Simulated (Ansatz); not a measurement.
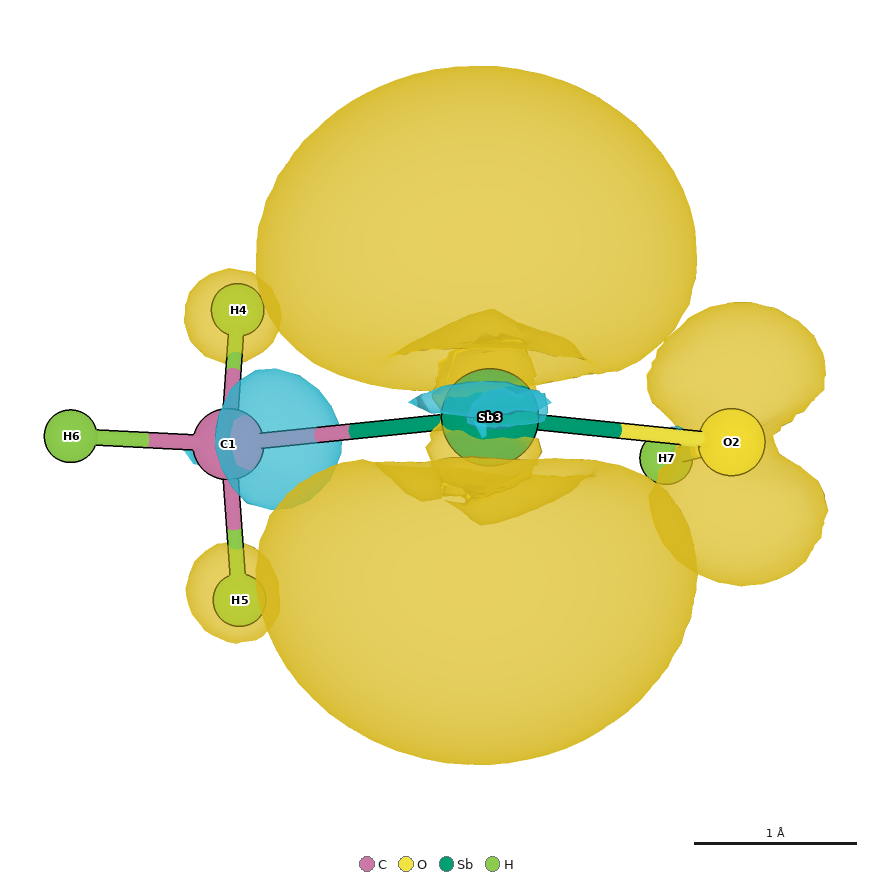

The picture shows: CH₄OSb (SMILES [CH3][Sb][OH]) (doublet). Isosurfaces of the spin density at +0.015 (yellow) and −0.015 e/Å³ (cyan), seen from one side.

Geometry: PBE-D3(BJ)/def2-SVP; core potentials replace the inner electrons of Sb.

All numbers below come from isolated molecule in a Gaussian basis; Kohn-Sham density functional theory, functional PBE0 (Ansatz).

```xyz
7

C     1.5135    0.1540    0.1900
O    -1.3775    0.3277   -0.9844
Sb    0.0007    1.6679   -0.3248
H     1.1192   -0.5333    0.9652
H     1.7949   -0.4266   -0.7113
H     2.4190    0.6551    0.5868
H    -0.9967   -0.5681   -0.8900
```

Question: Where is the unpaired spin?

Answer: The unpaired spin (1 electron) lies mostly on Sb3 (about 0.9) and O2 (about 0.1), in electrons by Hirshfeld's partition.
